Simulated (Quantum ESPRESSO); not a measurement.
# The valence band of H3CCl as photoemission sees it, part 5 of 8

Wanted: projected DOS of H3CCl, weighted into photoemission and X-ray emission spectra, at several levels of theory.

Quantum ESPRESSO 7.5; DFT, PBEsol, plane waves, ultrasoft GBRV pseudopotentials, scalar-relativistic (the session's first sound run).

So far. Step 2 (The base run: self-consistent run): At this level the gap is 5.43 eV on the k-mesh of the self-consistent run, which can miss the band edges.

### 5. The base run: bands (continued)

The electronic bands at the labelled points (eV, zero at the valence-band maximum; v1 is the highest filled band, c1 the lowest empty one):

```
     point     v4     v3     v2     v1    c1    c2
         Γ  -0.63  -0.38  -0.35  -0.05  6.05  6.28
         Y  -0.96  -0.93  -0.34   0.00  6.29  6.42
        F0  -0.88  -0.79  -0.22  -0.01  6.20  6.27
jump to Δ0  -0.88  -0.79  -0.22  -0.01  6.20  6.27
         Γ  -0.63  -0.38  -0.35  -0.05  6.05  6.28
         Z  -0.50  -0.50  -0.21  -0.21  5.68  5.68
        B0  -0.52  -0.52  -0.43  -0.43  6.09  6.09
jump to G0  -0.52  -0.52  -0.43  -0.43  6.09  6.09
         T  -0.66  -0.66  -0.45  -0.45  5.95  5.95
         Y  -0.96  -0.93  -0.34   0.00  6.29  6.42
 jump to Γ  -0.63  -0.38  -0.35  -0.05  6.05  6.28
         S  -0.44  -0.33  -0.20  -0.07  6.03  6.26
         R  -0.46  -0.46  -0.05  -0.05  6.38  6.38
```

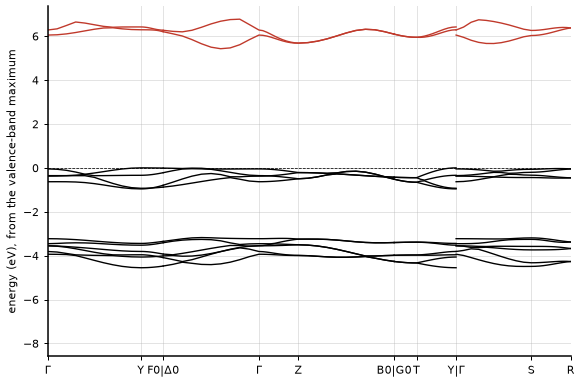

Electronic bands along the path; lines of filled and empty bands in two colours.

At this level the gap is 5.43 eV on the path.

On this path the gap is indirect, 5.43 eV, with the valence top at Y and the conduction bottom between Δ0 and Γ. The least direct gap is 5.48 eV.

### 6. With LDA: self-consistent run

This step: DFT, LDA, plane waves, ultrasoft GBRV pseudopotentials, scalar-relativistic (Quantum ESPRESSO 7.5).

The run is repeated with LDA on the same cell, to see how much the levels hang on the functional.

scf.in reads:

```
&control
  calculation = 'scf'
  prefix = 'pes'
  outdir = './tmp'
  pseudo_dir = './pp'
  tprnfor = .true.
  tstress = .true.
/
&system
  ibrav = 0
  nat = 10
  ntyp = 3
  ecutwfc = 40.0
  ecutrho = 200.0
  occupations = 'smearing'
  nbnd = 38
  smearing = 'fd'
  degauss = 0.00147
/
&electrons
  conv_thr = 6e-08
  mixing_beta = 0.5
  electron_maxstep = 120
/
ATOMIC_SPECIES
Cl 35.4500 cl_lda_v1.4.uspp.F.UPF
C 12.0110 c_lda_v1.2.uspp.F.UPF
H 1.0080 h_lda_v1.4.uspp.F.UPF
CELL_PARAMETERS angstrom
 3.250369000 -2.560506000 0.000000000
 3.250369000 2.560506000 0.000000000
 0.000000000 0.000000000 7.651655000
ATOMIC_POSITIONS crystal
Cl 0.864263000 0.135737000 0.253132000
Cl 0.135737000 0.864263000 0.753132000
C 0.625140000 0.374860000 0.424152000
C 0.374860000 0.625140000 0.924152000
H 0.515832000 0.207380000 0.503435000
H 0.792620000 0.484168000 0.503435000
H 0.484168000 0.792620000 0.003435000
H 0.207380000 0.515832000 0.003435000
H 0.430208000 0.569792000 0.363546000
H 0.569792000 0.430208000 0.863546000
K_POINTS automatic
6 6 4 0 0 0
```

The run is started by

```console
> OMP_NUM_THREADS=1 mpirun -n 4 pw.x -nk 4 -in scf.in > scf.out
```

Log:

```text
[banner, memory and clock lines left out]
Program PWSCF v.7.5 starts

          URL

     Message from routine setup:
     using ibrav=0 with symmetry is DISCOURAGED, use correct ibrav instead

     G-vector sticks info

     bravais-lattice index     =            0
     lattice parameter (alat)  =       7.8192  a.u.
     unit-cell volume          =     859.4892 (a.u.)^3
     number of atoms/cell      =           10
     number of atomic types    =            3
     number of electrons       =        28.00
     number of Kohn-Sham states=           38
     kinetic-energy cutoff     =      40.0000  Ry
     charge density cutoff     =     200.0000  Ry
     scf convergence threshold =      6.0E-08
     mixing beta               =       0.5000
     number of iterations used =            8  plain     mixing
     Exchange-correlation=  SLA  PZ   NOGX NOGC
                           (   1   1   0   0   0   0   0)

     celldm(1)=   7.819240  celldm(2)=   0.000000  celldm(3)=   0.000000
     celldm(4)=   0.000000  celldm(5)=   0.000000  celldm(6)=   0.000000

     crystal axes: (cart. coord. in units of alat)
               a(1) = (   0.785538  -0.618814   0.000000 )
               a(2) = (   0.785538   0.618814   0.000000 )
               a(3) = (   0.000000   0.000000   1.849225 )

     reciprocal axes: (cart. coord. in units 2 pi/alat)
               b(1) = (  0.636507 -0.807997  0.000000 )
               b(2) = (  0.636507  0.807997 -0.000000 )
               b(3) = ( -0.000000  0.000000  0.540767 )

     PseudoPot. # 1 for Cl read from file:
     ./pp/cl_lda_v1.4.uspp.F.UPF
     Pseudo is Ultrasoft + core correction, Zval =  7.0
     Generated by new atomic code, or converted to UPF format
     Using radial grid of  909 points,  6 beta functions with:
                l(1) =   0
                l(2) =   0
                l(3) =   1
                l(4) =   1
                l(5) =   2
                l(6) =   2
     Q(r) pseudized with  8 coefficients,  rinner =    1.300   1.300   1.300
                                                       1.300   1.300

     PseudoPot. # 2 for C  read from file:
     ./pp/c_lda_v1.2.uspp.F.UPF
     Pseudo is Ultrasoft + core correction, Zval =  4.0
     Generated by new atomic code, or converted to UPF format
     Using radial grid of  721 points,  4 beta functions with:
                l(1) =   0
                l(2) =   0
                l(3) =   1
                l(4) =   1
     Q(r) pseudized with  8 coefficients,  rinner =    1.100   1.100   1.100

     PseudoPot. # 3 for H  read from file:
     ./pp/h_lda_v1.4.uspp.F.UPF
     Pseudo is Ultrasoft, Zval =  1.0
     Generated by new atomic code, or converted to UPF format
     Using radial grid of  615 points,  2 beta functions with:
                l(1) =   0
                l(2) =   0
     Q(r) pseudized with  8 coefficients,  rinner =    0.700

     atomic species   valence    mass     pseudopotential
     Cl                7.00    35.45000     Cl( 1.00)
     C                 4.00    12.01100     C ( 1.00)
     H                 1.00     1.00800     H ( 1.00)

      4 Sym. Ops. (no inversion) found ( 2 have fractional translation)

   Cartesian axes

     site n.     atom                  positions (alat units)
         1        Cl     tau(   1) = (   0.7855376  -0.4508221   0.4680979  )
         2        Cl     tau(   2) = (   0.7855376   0.4508221   1.3927103  )
         3        C      tau(   3) = (   0.7855376  -0.1548768   0.7843523  )
         4        C      tau(   4) = (   0.7855376   0.1548768   1.7089647  )
         5        H      tau(   5) = (   0.5681102  -0.1908744   0.9309644  )
         6        H      tau(   6) = (   1.0029650  -0.1908744   0.9309644  )
         7        H      tau(   7) = (   1.0029650   0.1908744   0.0063521  )
         8        H      tau(   8) = (   0.5681102   0.1908744   0.0063521  )
         9        H      tau(   9) = (   0.7855376   0.0863765   0.6722782  )
        10        H      tau(  10) = (   0.7855376  -0.0863765   1.5968906  )

     number of k points=    39  Fermi-Dirac smearing, width (Ry)=  0.0015
                       cart. coord. in units 2pi/alat
        k(    1) = (   0.0000000   0.0000000   0.0000000), wk =   0.0138889
        k(    2) = (   0.0000000   0.0000000   0.1351918), wk =   0.0277778
        k(    3) = (   0.0000000   0.0000000  -0.2703836), wk =   0.0138889
        k(    4) = (   0.1060845   0.1346662   0.0000000), wk =   0.0555556
        k(    5) = (   0.1060845   0.1346662   0.1351918), wk =   0.1111111
        k(    6) = (   0.1060845   0.1346662  -0.2703836), wk =   0.0555556
        k(    7) = (   0.2121689   0.2693324   0.0000000), wk =   0.0555556
        k(    8) = (   0.2121689   0.2693324   0.1351918), wk =   0.1111111
        k(    9) = (   0.2121689   0.2693324  -0.2703836), wk =   0.0555556
        k(   10) = (  -0.3182534  -0.4039986   0.0000000), wk =   0.0277778
        k(   11) = (  -0.3182534  -0.4039986   0.1351918), wk =   0.0555556
        k(   12) = (  -0.3182534  -0.4039986  -0.2703836), wk =   0.0277778
        k(   13) = (   0.2121689   0.0000000   0.0000000), wk =   0.0277778
        k(   14) = (   0.2121689   0.0000000   0.1351918), wk =   0.0555556
        k(   15) = (   0.2121689   0.0000000  -0.2703836), wk =   0.0277778
        k(   16) = (   0.3182534   0.1346662   0.0000000), wk =   0.0555556
[...]
k(   32) = (  -0.1060845  -0.6733311   0.1351918), wk =   0.1111111
        k(   33) = (  -0.1060845  -0.6733311  -0.2703836), wk =   0.0555556
        k(   34) = (  -0.0000000  -0.5386649   0.0000000), wk =   0.0277778
        k(   35) = (  -0.0000000  -0.5386649   0.1351918), wk =   0.0555556
        k(   36) = (  -0.0000000  -0.5386649  -0.2703836), wk =   0.0277778
        k(   37) = (  -0.6365068   0.0000000   0.0000000), wk =   0.0138889
        k(   38) = (  -0.6365068   0.0000000   0.1351918), wk =   0.0277778
        k(   39) = (  -0.6365068   0.0000000  -0.2703836), wk =   0.0138889

     Dense  grid:    41035 G-vectors     FFT dimensions: (  36,  36,  72)

     Smooth grid:    29353 G-vectors     FFT dimensions: (  32,  32,  60)

     Initial potential from superposition of free atoms

     starting charge      27.9999, renormalised to      28.0000

     negative rho (up, down):  2.973E-02 0.000E+00
     Starting wfcs are   22 randomized atomic wfcs +   16 random wfcs

     per-process dynamical memory:    56.2 Mb

     Self-consistent Calculation

     iteration #  1     ecut=    40.00 Ry     beta= 0.50
     Davidson diagonalization with overlap
[...]
k = 0.0000 0.0000 0.1352 (  3667 PWs)   bands (ev):

   -15.9938 -15.8620 -11.1207 -10.8317  -5.3729  -5.3437  -4.9167  -4.8461
    -4.7912  -4.6189  -2.0171  -1.8111  -1.7420  -1.5025   4.2541   4.2854
     5.7130   6.3366   7.7661   8.1819   8.1935   8.6123   9.0355   9.6468
    10.3512  10.3802  10.4670  11.3240  11.9158  12.0361  12.6155  13.5325
    14.4585  14.5645  14.9396  15.0149  15.4051  15.8271

          k = 0.0000 0.0000-0.2704 (  3626 PWs)   bands (ev):

   -15.9294 -15.9294 -10.9750 -10.9750  -5.4073  -5.4073  -4.8821  -4.8821
    -4.6437  -4.6437  -1.9165  -1.9165  -1.6236  -1.6236   4.0735   4.0735
     6.2059   6.2059   7.8998   7.8998   8.5981   8.5981   9.7382   9.7382
    10.0556  10.0556  11.0267  11.0267  11.9054  11.9054  12.6379  12.6379
    13.8483  13.8483  14.8024  14.8024  16.0828  16.0829

          k = 0.1061 0.1347 0.0000 (  3674 PWs)   bands (ev):

   -15.9822 -15.8187 -11.1639 -10.8176  -5.6441  -5.1354  -5.0157  -4.9650
    -4.8176  -4.6447  -1.9351  -1.8104  -1.6815  -1.5022   4.0925   5.2387
     5.3514   6.2292   7.2950   7.7702   8.6382   8.7233   8.7710   9.2075
    10.0775  10.6970  11.1484  11.5292  11.6949  12.0125  13.2922  14.0036
    14.3734  14.5495  15.0000  15.5652  15.9725  16.1581

          k = 0.1061 0.1347 0.1352 (  3662 PWs)   bands (ev):

[...]
14.2585  14.6570  14.9991  15.4945  15.7366  16.3456

          k = 0.1061 0.1347-0.2704 (  3656 PWs)   bands (ev):

[...]
14.4656  14.4656  14.8787  14.8787  16.2970  16.2970

          k = 0.2122 0.2693 0.0000 (  3685 PWs)   bands (ev):

[...]
13.9723  14.2998  15.6178  15.9219  16.3260  16.9079

          k = 0.2122 0.2693 0.1352 (  3663 PWs)   bands (ev):

[...]
14.2527  14.7638  15.3727  15.7355  16.1469  16.4893

          k = 0.2122 0.2693-0.2704 (  3662 PWs)   bands (ev):

[...]
14.7717  14.7717  15.4746  15.4746  15.8686  15.8686

          k =-0.3183-0.4040 0.0000 (  3674 PWs)   bands (ev):

[...]
14.2658  14.5996  15.4740  15.6561  16.3103  17.0318

          k =-0.3183-0.4040 0.1352 (  3682 PWs)   bands (ev):

[...]
14.3787  14.5960  15.3071  15.7489  15.9390  16.4631

          k =-0.3183-0.4040-0.2704 (  3668 PWs)   bands (ev):

[...]
14.6191  14.6191  14.9480  14.9480  16.0296  16.0296

          k = 0.2122 0.0000 0.0000 (  3663 PWs)   bands (ev):

[...]
14.4236  14.5479  14.9940  15.8572  16.4622  16.7289

          k = 0.2122 0.0000 0.1352 (  3672 PWs)   bands (ev):

[...]
14.4951  14.6763  15.0850  15.5118  15.8466  16.0864

          k = 0.2122 0.0000-0.2704 (  3648 PWs)   bands (ev):

[...]
14.5530  14.5530  15.2182  15.2182  15.7422  15.7422

          k = 0.3183 0.1347 0.0000 (  3673 PWs)   bands (ev):

[...]
14.5380  14.6646  15.3797  16.0505  16.2770  16.5859

          k = 0.3183 0.1347 0.1352 (  3667 PWs)   bands (ev):

[...]
k = 0.3183 0.1347-0.2704 (  3660 PWs)   bands (ev):

[...]
k =-0.2122-0.5387 0.0000 (  3676 PWs)   bands (ev):

[...]
k =-0.2122-0.5387 0.1352 (  3674 PWs)   bands (ev):

[...]
k =-0.2122-0.5387-0.2704 (  3656 PWs)   bands (ev):

[...]
k =-0.1061-0.4040 0.0000 (  3678 PWs)   bands (ev):

[...]
k =-0.1061-0.4040 0.1352 (  3674 PWs)   bands (ev):

[...]
k =-0.1061-0.4040-0.2704 (  3684 PWs)   bands (ev):

[...]
k = 0.0000-0.2693 0.0000 (  3660 PWs)   bands (ev):

[...]
k = 0.0000-0.2693 0.1352 (  3668 PWs)   bands (ev):

[...]
k = 0.0000-0.2693-0.2704 (  3690 PWs)   bands (ev):

[...]
k = 0.4243 0.0000 0.0000 (  3678 PWs)   bands (ev):

[...]
k = 0.4243 0.0000 0.1352 (  3670 PWs)   bands (ev):

[...]
k = 0.4243 0.0000-0.2704 (  3684 PWs)   bands (ev):

[...]
k =-0.1061-0.6733 0.0000 (  3690 PWs)   bands (ev):

[...]
k =-0.1061-0.6733 0.1352 (  3676 PWs)   bands (ev):

[...]
k =-0.1061-0.6733-0.2704 (  3682 PWs)   bands (ev):

[...]
k =-0.0000-0.5387 0.0000 (  3666 PWs)   bands (ev):

[...]
k =-0.0000-0.5387 0.1352 (  3682 PWs)   bands (ev):

[...]
14.2290  14.9258  15.0626  15.6153  15.6652  16.5939

          k =-0.0000-0.5387-0.2704 (  3688 PWs)   bands (ev):

[...]
14.6893  14.6893  15.3808  15.3808  15.4945  15.4945

          k =-0.6365 0.0000 0.0000 (  3670 PWs)   bands (ev):

[...]
14.3829  14.5801  15.2642  15.4160  15.7610  16.0331

          k =-0.6365 0.0000 0.1352 (  3696 PWs)   bands (ev):

   -15.7936 -15.7310 -10.9512 -10.9101  -5.9162  -5.5589  -5.3819  -5.2961
    -4.8574  -4.8227  -2.3055  -2.2141  -1.8487  -1.5299   4.5242   4.6271
     6.7269   7.1989   7.3340   7.5728   7.8487   8.6918   9.7687  10.3308
    10.5543  10.5737  12.9576  12.9894  13.0558  13.3775  13.5383  13.7617
    14.4733  14.7976  15.2956  15.3172  15.5533  15.7895

          k =-0.6365 0.0000-0.2704 (  3692 PWs)   bands (ev):

   -15.7626 -15.7626 -10.9299 -10.9299  -5.7509  -5.7509  -5.3814  -5.3814
    -4.7913  -4.7913  -2.0805  -2.0805  -1.8626  -1.8626   4.3816   4.3816
     7.2514   7.2514   7.3818   7.3818   8.9321   8.9321   9.5503   9.5503
    10.1165  10.1165  13.2464  13.2464  13.3483  13.3483  13.5395  13.5395
    14.8093  14.8093  15.1436  15.1436  15.4247  15.4247

     the Fermi energy is     0.5061 ev

!    total energy              =     -96.65264671 Ry
     estimated scf accuracy    <          1.2E-09 Ry
     smearing contrib. (-TS)   =       0.00000000 Ry
     internal energy E=F+TS    =     -96.65264671 Ry

     The total energy is F=E-TS. E is the sum of the following terms:
     one-electron contribution =     -35.38694778 Ry
     hartree contribution      =      25.93051055 Ry
     xc contribution           =     -29.92100467 Ry
     ewald contribution        =     -57.27520481 Ry

     convergence has been achieved in   8 iterations

     negative rho (up, down):  2.877E-02 0.000E+00

     Forces acting on atoms (cartesian axes, Ry/au):

     atom    1 type  1   force =    -0.00000000    0.00549212    0.00563442
     atom    2 type  1   force =     0.00000000   -0.00549212    0.00563442
     atom    3 type  2   force =     0.00000000   -0.00747894   -0.01641496
     atom    4 type  2   force =    -0.00000000    0.00747894   -0.01641496
     atom    5 type  3   force =    -0.01065937   -0.00063592    0.00567028
     atom    6 type  3   force =     0.01065937   -0.00063592    0.00567028
     atom    7 type  3   force =     0.01065937    0.00063592    0.00567028
     atom    8 type  3   force =    -0.01065937    0.00063592    0.00567028
     atom    9 type  3   force =    -0.00000000    0.00364489   -0.00056002
     atom   10 type  3   force =     0.00000000   -0.00364489   -0.00056002

     Total force =     0.037236     Total SCF correction =     0.000011

     Computing stress (Cartesian axis) and pressure

     negative rho (up, down):  2.877E-02 0.000E+00
          total   stress  (Ry/bohr**3)                   (kbar)     P=      -12.08
  -0.00002003   0.00000000   0.00000000           -2.95        0.00        0.00
   0.00000000  -0.00011751   0.00000000            0.00      -17.29        0.00
   0.00000000   0.00000000  -0.00010882            0.00        0.00      -16.01

     XML data file, charge density, pseudopotentials, collected wavefunctions

                                        0.00s GPU  (     402 calls)
```

Run time: 19 s. Hardware: 4 MPI ranks of Arm Neoverse V1, shared host; 77 s of CPU time.

Numbers from this step:

```yaml
free_energy: -1315.0263 eV
fermi_energy: 0.5061 eV
pressure: -1.208 GPa
gap_on_the_k_mesh: 5.215 eV
```

At this level the gap is 5.21 eV on the k-mesh of the self-consistent run, which can miss the band edges.

(Continued in part 6 of 8.)

[Logs are printed without paths, hosts, clocks, repeated set-up lines and the standing remarks that a program may print on its own settings, such as how far it seeks lower states.]

[Hosts, paths, dates, database ids (printed as entryN), source tags and the programs' standing remarks are cut or masked in the printed files.]

[Maps of the electrostatic potential energy from Ansatz leave out the sawtooth potential of an applied field or a dipole correction, so their vacuum need not be flat; work functions include it.]

[Peak lists hold at most the 14 tallest peaks of each spectrum; further lines can be left out.]
